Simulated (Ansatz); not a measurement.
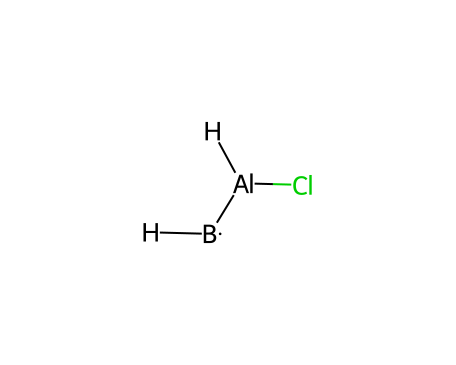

Figure made from data computed with Ansatz.

The species is neutral and a spin doublet.

Give its SMILES.

Answer. [BH][AlH][Cl]

What is the molecular formula?

Answer. AlBClH2.

An optimisation with PBE0-D4/def2-TZVP gave a structure of which point group?

Answer. Cs.
